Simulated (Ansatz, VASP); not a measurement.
## Mn2P: VASP beside Ansatz

One calculation is typed for both programs; each brings its own data sets and cutoff. How far apart do they land?

Calculated with Ansatz 0.2.0; plane waves, with VASP 6.6.1 beside it; single point at LDA.

## 1. Set-up

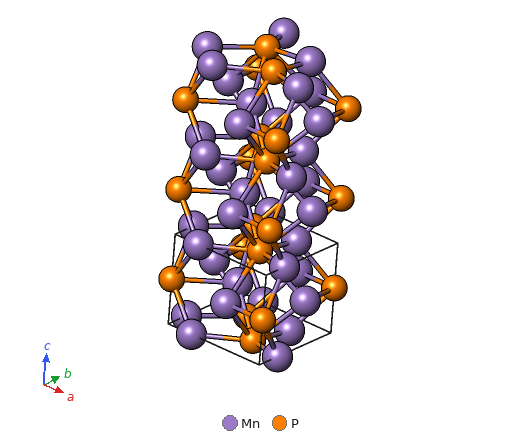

The cell as given, slightly off an axis (manganese light purple, phosphorus orange). 1×1×3 cells are drawn. Some periodic images of atoms are drawn too.

## 2. Ansatz: single point, LDA

Ansatz runs on its default PAW (the set named soft_2) files.

A single point gives forces, pressure and levels at one fixed geometry, so differences don't come from the geometry; what else differs is listed under the comparison.

input.yaml

```yaml
crystal:
  lattice:
    - [6.074, 0.0, 0.0]
    - [-3.037, 5.2602383026, 0.0]
    - [0.0, 0.0, 3.454]
  atoms:
    - { symbol: Mn, position: [0.0, 0.2546, 0.0], spin: 4.0 }
    - { symbol: Mn, position: [0.7454, 0.7454, 0.0], spin: 4.0 }
    - { symbol: Mn, position: [0.2546, 0.0, 0.0], spin: 4.0 }
    - { symbol: Mn, position: [0.0, 0.5943, 0.5], spin: 4.0 }
    - { symbol: Mn, position: [0.4057, 0.4057, 0.5], spin: 4.0 }
    - { symbol: Mn, position: [0.5943, 0.0, 0.5], spin: 4.0 }
    - { symbol: P, position: [0.6666666667, 0.3333333333, 0.0] }
    - { symbol: P, position: [0.3333333333, 0.6666666667, 0.0] }
    - { symbol: P, position: [0.0, 0.0, 0.5] }
hamiltonian:
  xc: lda
  pseudopotentials: { kind: paw }
magnetization:
  spin_polarized: true
kpoints:
  mp_grid: { grid: [3, 3, 5] }
scf:
  occupations: { method: gaussian, width: 0.05 }
  n_extra_bands: 20
output:
  forces: true
  stress: true
  eigenvalues: true
  write_density: true
  write_potential: true
  elf: true
  volumetric_format: npy
```

Launch:

```
$ ansatz run input.yaml --threads 4 --pin off --max-ram 9216MiB --backend cpu --events-out ev --progress --plain --runs-dir out
```

Numbers of over 12 decimals in the logs are rounded to 6 here.

What it wrote:

```text
Warning: the band count 73 (scf.n_extra_bands) hosts the net moment |M| = 24.0000 μB (N_el = 105) but caps the reachable moment at 2·n_bands − N_el = 41.0000 μB, below the 78 bands that the automatic rule leaves for it — a moment growing past the seed, or the majority channel's smearing tail, pins there with fewer empty majority states than that count leaves; raise or omit scf.n_extra_bands unless the cap is intended
scf.n_extra_bands = 20 over 53 filled bands (N_el = 105.0): the run solves 73 bands
Engine: ansatz 0.2.0, x86_64-unknown-linux-gnu
Pseudopotentials: kind: paw
Pseudopotential: Mn, paw, valence charge 15, recommended cutoff 420 eV (normal), Mn.paw.azcp
Pseudopotential: P, paw, valence charge 5, recommended cutoff 420 eV (normal), P.paw.azcp
Functional definition: SPW92
  exchange = slater_x
  correlation = pw_c
Crystal: 9 atoms, lattice volume = 110.358 Å³
Basis set: ecut = 420 eV, 2165 PW (Γ)
Bands: 73, of which v1, the nominal top of the filled ones, is band 53 counted from 1 (52 counted from 0)
Symmetry: 12 space group operations
Space group: P-62m (ITA 189), of the structure as read, at distance tolerance 4.8e-5 Å
Magnetic group: BNS 189.221 (UNI 1451), of the structure as read, at distance tolerance 4.8e-5 Å
k-points: 9 of 45 (time reversal used)
Non-local potential: Mn, projectors of the file, l = 0: 3, l = 1: 2, l = 2: 3, l = 3: 1
Non-local potential: P, projectors of the file, l = 0: 2, l = 1: 2, l = 2: 2
PAW form: soft (Blöchl's): semilocal exchange-correlation on the pseudo side does not see the compensation charge
PAW frozen core: Mn, regenerated for the run's functional, and the local potential with it (the file was generated under x = pbe(κ = 0.804, μ = 0.219515), c = pbe(β = 0.066725))
PAW frozen core: P, regenerated for the run's functional, and the local potential with it (the file was generated under x = pbe(κ = 0.804, μ = 0.219515), c = pbe(β = 0.066725))
PAW one-centre angular grid: Mn, 590 points (default); XC on 64 Gauss nodes
PAW one-centre angular grid: P, 110 points (default); XC on 64 Gauss nodes
Initial density: superposition of atomic densities (chi_scale 0.1, normalization cell, long waves kept (reshape's long-wave potential 0.00 eV rms))
Starting moments: Σ|m| = 24 μB on 6 of 9 sites
Initial wavefunctions: pseudopotential atomic-orbital guess
Functional: x = slater, c = lda
iter 1 solved again at ethr=1.78e-3 eV; its pass at ethr=3.10e-3 eV (dr2=1.87e0 eV) is discarded
SCF iter   1: F=—  HF=-25228.594484 eV  |F-HF|=—  |Δ(HF+E_count)|=         —  Δρ=1.91e-1 (↑1.91e-1 ↓1.57e-1)  dr2=1.91e0  dr2_m=3.03e1  M=11.112 μB ∫|m|=11.752 μB  β_m=0.30  ethr=1.78e-3  ⟨swp⟩=1.2  Hψ=6221  notcnv=0
Mixer restart at iter 1: flushing history
preconditioner: auto → Kerker (q_TF=auto, 2.706 Å⁻¹)  [metal: Δε(μ)=0.013 eV  Ē_g=7.025 eV  σ=0.050 eV  W_gap=0.14  n_scr=32 (ndim 8)  ℏωp=26.7 eV  f_vac=0.000  D(μ)=11.54/eV (n_scr^D=154)]
spin=Collinear: Kerker preconditioning applied to the charge; magnetization (m = ρ↑ − ρ↓) channel mixes plain (no charge-response kernel on spin).
SCF iter   2: F=—  HF=-25224.707136 eV  |F-HF|=—  |Δ(HF+E_count)|=    3.89e0  Δρ=8.44e-2 (↑7.26e-2 ↓8.44e-2)  dr2=1.14e0  dr2_m=6.08e0  M=13.671 μB ∫|m|=14.307 μB  β_m=0.42  ethr=1.78e-3  ⟨swp⟩=2.3  Hψ=1820  notcnv=0
SCF iter   3: F=—  HF=-25228.406730 eV  |F-HF|=—  |Δ(HF+E_count)|=    3.70e0  Δρ=5.98e-2 (↑5.53e-2 ↓5.98e-2)  dr2=6.78e-1  dr2_m=3.28e0  M=12.455 μB ∫|m|=13.106 μB  β_m=0.65  ethr=1.09e-3  ⟨swp⟩=3.4  Hψ=2493  notcnv=0  defer=58
SCF iter   4: F=—  HF=-25229.225721 eV  |F-HF|=—  |Δ(HF+E_count)|=   8.19e-1  Δρ=2.34e-2 (↑2.34e-2 ↓1.99e-2)  dr2=1.15e-1  dr2_m=4.42e-1  M=10.914 μB ∫|m|=11.530 μB  β_m=0.82  ethr=6.46e-4  ⟨swp⟩=2.9  Hψ=2339  notcnv=0  defer=109
SCF iter   5: F=—  HF=-25229.482752 eV  |F-HF|=—  |Δ(HF+E_count)|=         —  Δρ=4.91e-2 (↑4.91e-2 ↓2.68e-2)  dr2=5.02e-1  dr2_m=1.42e0  M=9.195 μB ∫|m|=9.834 μB  β_m=0.82  ethr=1.09e-4  ⟨swp⟩=3.3  Hψ=2465  notcnv=0  defer=108
Mixer restart at iter 5: flushing history
SCF iter   6: F=—  HF=-25229.489903 eV  |F-HF|=—  |Δ(HF+E_count)|=   7.15e-3  Δρ=2.36e-2 (↑7.41e-3 ↓2.36e-2)  dr2=3.70e-1  dr2_m=1.85e-1  M=8.974 μB ∫|m|=9.631 μB  β_m=0.91  ethr=1.09e-4  ⟨swp⟩=3.5  Hψ=2964  notcnv=0  defer=109
SCF iter   7: F=—  HF=-25229.533911 eV  |F-HF|=—  |Δ(HF+E_count)|=   4.40e-2  Δρ=2.63e-2 (↑2.63e-2 ↓7.71e-3)  dr2=9.92e-1  dr2_m=9.61e-2  M=8.767 μB ∫|m|=9.486 μB  β_m=0.77  ethr=1.09e-4  ⟨swp⟩=3.4  Hψ=2988  notcnv=0  defer=108
[...]
SCF 1 converged in 16 iterations: F = -25229.372976 eV  dr2 = 1.45e-10
  greatest PAW one-centre occupation: 1.002 electrons in one spin orbital (limit 2), on the Mn atom at site 5 (counted from 0), in its partial waves of l = 1
Symmetry: 4 space group operations
k-points: 12 of 45 (time reversal used)
Initial density: read from a saved state, or passed on in memory by an earlier SCF of this step, an earlier step, the calling program or the single point that the run made first
Starting moments: Σ|m| = 24 μB on 6 of 9 sites; this step starts from the density that it was given
Initial wavefunctions: those read from a saved state, or passed on in memory by an earlier step or the calling program
[...]
preconditioner: auto → Resta (q_TF=auto, 2.706 Å⁻¹)  ε∞=16.4  [insulator: Δε(μ)=0.076 eV  Ē_g=6.807 eV  σ=0.050 eV  W_gap=0.67  n_scr=32 (ndim 8)  ℏωp=26.7 eV  f_vac=0.000  D(μ)=4.75/eV (n_scr^D=44)  ε∞_Penn≈16.4]
spin=Collinear: Resta preconditioning applied to the charge; magnetization (m = ρ↑ − ρ↓) channel mixes plain (no charge-response kernel on spin).
SCF iter   2: F=—  HF=-25229.372977 eV  |F-HF|=—  |Δ(HF+E_count)|=   1.18e-6  Δρ=8.17e-5 (↑8.09e-5 ↓8.17e-5)  dr2=2.41e-5  dr2_m=1.33e-6  M=8.765 μB ∫|m|=9.490 μB  ethr=9.52e-7  ⟨swp⟩=1.0  Hψ=4944  notcnv=0
SCF iter   3: F=—  HF=-25229.372976 eV  |F-HF|=—  |Δ(HF+E_count)|=   8.91e-7  Δρ=3.68e-5 (↑3.58e-5 ↓3.68e-5)  dr2=8.09e-6  dr2_m=4.49e-8  M=8.765 μB ∫|m|=9.490 μB  ethr=2.88e-8  ⟨swp⟩=1.0  Hψ=3600  notcnv=0
SCF iter   4: F=—  HF=-25229.372976 eV  |F-HF|=—  |Δ(HF+E_count)|=   2.32e-7  Δρ=5.55e-6 (↑5.55e-6 ↓4.92e-6)  dr2=1.30e-7  dr2_m=1.08e-9  M=8.765 μB ∫|m|=9.490 μB  ethr=8.61e-9  ⟨swp⟩=1.0  Hψ=3600  notcnv=0
SCF iter   5: F=-25229.372976 eV  HF=-25229.372976 eV  |F-HF|=9.47e-9  |Δ(HF+E_count)|=   1.43e-9  Δρ=1.86e-6 (↑8.85e-7 ↓1.86e-6)  dr2=9.95e-9  dr2_m=4.15e-10  M=8.765 μB ∫|m|=9.490 μB  ethr=9.52e-11  ⟨swp⟩=1.0  Hψ=3600  notcnv=0
an SCF along what the orbitals of the run's state read of its open shells (or to have them read: on a GPU, or by another smearing), with 8 of the crystal's symmetry operations given up (12 k-points in place of 9), reached no lower state that the run goes on to. This is no proof of a minimum
iter 1 solved again at ethr=1.00e-12 eV; its pass at ethr=9.52e-7 eV (dr2=1.45e-10 eV) is discarded
SCF iter   1: F=—  HF=-25229.372976 eV  |F-HF|=—  |Δ(HF+E_count)|=         —  Δρ=1.68e-7 (↑1.44e-7 ↓1.68e-7)  dr2=1.45e-10  dr2_m=1.69e-12  M=8.765 μB ∫|m|=9.489 μB  ethr=1.00e-12  ⟨swp⟩=1.0  Hψ=5613  notcnv=0
spin=Collinear: Resta preconditioning applied to the charge; magnetization (m = ρ↑ − ρ↓) channel mixes plain (no charge-response kernel on spin).
SCF iter   2: F=—  HF=-25229.665285 eV  |F-HF|=—  |Δ(HF+E_count)|=   2.92e-1  Δρ=4.83e-2 (↑4.83e-2 ↓2.99e-2)  dr2=7.24e0  dr2_m=2.60e-1  M=12.056 μB ∫|m|=12.588 μB  ethr=9.52e-7  ⟨swp⟩=2.0  Hψ=6516  notcnv=0
preconditioner: auto → Kerker (q_TF=auto, 2.706 Å⁻¹)  [metal: Δε(μ)=0.008 eV  Ē_g=6.955 eV  σ=0.050 eV  W_gap=0.09  n_scr=32 (ndim 8)  ℏωp=26.7 eV  f_vac=0.000  D(μ)=12.82/eV (n_scr^D=178)]
spin=Collinear: Kerker preconditioning applied to the charge; magnetization (m = ρ↑ − ρ↓) channel mixes plain (no charge-response kernel on spin).
SCF iter   3: F=—  HF=-25229.301712 eV  |F-HF|=—  |Δ(HF+E_count)|=   3.64e-1  Δρ=1.13e-2 (↑1.13e-2 ↓1.05e-2)  dr2=3.28e-1  dr2_m=5.89e-2  M=11.143 μB ∫|m|=11.673 μB  ethr=1.48e-6  ⟨swp⟩=2.0  Hψ=4297  notcnv=0
SCF iter   4: F=—  HF=-25229.374483 eV  |F-HF|=—  |Δ(HF+E_count)|=   7.28e-2  Δρ=2.63e-3 (↑2.63e-3 ↓2.42e-3)  dr2=3.41e-2  dr2_m=2.70e-4  M=8.760 μB ∫|m|=9.475 μB  ethr=1.38e-6  ⟨swp⟩=1.3  Hψ=3982  notcnv=0
SCF iter   5: F=—  HF=-25229.372977 eV  |F-HF|=—  |Δ(HF+E_count)|=   1.51e-3  Δρ=9.13e-5 (↑9.13e-5 ↓8.17e-5)  dr2=2.41e-5  dr2_m=1.66e-6  M=8.766 μB ∫|m|=9.489 μB  ethr=9.52e-7  ⟨swp⟩=1.0  Hψ=2714  notcnv=0
an SCF towards Hund's moment on open shells that bore less, with the run's symmetry operations kept, reached no lower state that the run goes on to. This is no proof of a minimum
SCF converged after 16 iterations
Magnetization: 8.7653 μB (56.8827 up, 48.1173 down)
Absolute magnetization: 9.6548 μB (∫|ρ↑−ρ↓|, with the PAW one-centre terms)
Spin contamination: 0.6613 ħ² per cell (⟨S²⟩ above its minimum at these occupations)
Per-site moments (μB) at R_I (Å): [(0.194949, 0.949308), (0.194949, 0.949308), (0.194949, 0.949308), (2.636970, 1.016491), (2.636970, 1.016491), (2.636970, 1.016491), (-0.039184, 0.949308), (-0.039184, 0.949308), (-0.015633, 0.956254)]
Free energy (F): -25229.372976 eV
Harris-Foulkes:  -25229.372976 eV  (|F-HF|=1.16e-10)
Internal energy: -25229.367035 eV  (E = F + TS)
E sigma→0 (E₀):  -25229.370005 eV
Entropy (-TS):   -0.005941 eV (-0.660 meV/atom)
Fermi energy:    16.090328 eV
--- Per-component energies (eV) ---
  E_band       = -1179.378743
  E_kinetic    = 2068.117275
  E_local      = -11841.949336  (includes V_loc(G=0)·N_el)
  E_nonlocal   = 1574.616525
  E_hartree    = 4954.633194
  E_xc         = -871.389940
  E_vxc        = -1068.112693  (∫ρ·V_xc dr)
  E_paw        = -9076.106370  (= ΣΔE_a)
  E_vpaw       = -1821.317471  (= ΣTr[D̂ρ^β])
  E_aug_tail   = -0.000052  (compensation charges beyond the density's cutoff)
  E_ewald      = -12039.944106
  E_core_change = 2.655773  (= ΣΔE_core)
  E_smearing   = -0.005941  (= −TS)
  E_closure    = -0.000000  (closes the sum)
  Σ components = -25229.372976   (vs F -25229.372976, Δ=0.00e0)
--- Forces (eV/Å), atoms counted from 1 ---
  atom   1  Mn     0.22671587    -0.39268340     0.00000000
  atom   2  Mn     0.22671587     0.39268340     0.00000000
  atom   3  Mn    -0.45343173     0.00000000     0.00000000
  atom   4  Mn    -0.07887994     0.13662406     0.00000000
  atom   5  Mn    -0.07887994    -0.13662406     0.00000000
  atom   6  Mn     0.15775988     0.00000000     0.00000000
  atom   7  P     -0.00000000     0.00000000     0.00000000
  atom   8  P      0.00000000    -0.00000000     0.00000000
  atom   9  P     -0.00000000    -0.00000000     0.00000000
  max |Σ_I F_I| component: 9.53e-17 eV/Å
--- Stress (GPa, compression-positive) ---
      -23.556668       0.000000      -0.000000
        0.000000     -23.556668      -0.000000
       -0.000000      -0.000000     -23.990945
  P = ⅓ Tr σ = -23.7014 GPa (-237.014 kbar)
--- Band table (eV; the first three rows and the last of 18) ---
  k-point 0 ↑: bands = [... 49 lower, 14.8286, 14.8286, 14.9083, 15.3400, 15.3400, 15.4539, 15.5207, 16.2707, ... 16 higher]
  k-point 1 ↑: bands = [... 49 lower, 14.8155, 14.9716, 14.9716, 15.3604, 15.3604, 15.3816, 16.0531, 16.1724, ... 16 higher]
  k-point 2 ↑: bands = [... 49 lower, 14.6533, 15.3385, 15.3385, 15.3939, 15.4438, 15.4609, 15.4609, 16.2249, ... 16 higher]
  k-point 8 ↓: bands = [... 49 lower, 16.2549, 16.4022, 16.7720, 16.9041, 16.9041, 17.2933, 17.2933, 17.3035, ... 16 higher]
```

Elapsed: 22 s, on 4 threads of Intel Xeon Platinum 8559C (Emerald Rapids), shared host; peak memory 1 GiB; 81 s of CPU time.

The run ends at a pressure of -23.70 GPa, with forces up to 0.45 eV/Å.

[end of part 1 of 2]

[Lines on the potential files, build, host, timing and source positions are cut from VASP's logs without a mark.]

[Logs are printed without paths, hosts, clocks, repeated set-up lines and the standing remarks that a program may print on its own settings, such as how far it seeks lower states.]

[Hosts, paths, dates, database ids (printed as entryN), source tags and the programs' standing remarks are cut or masked in the printed files.]
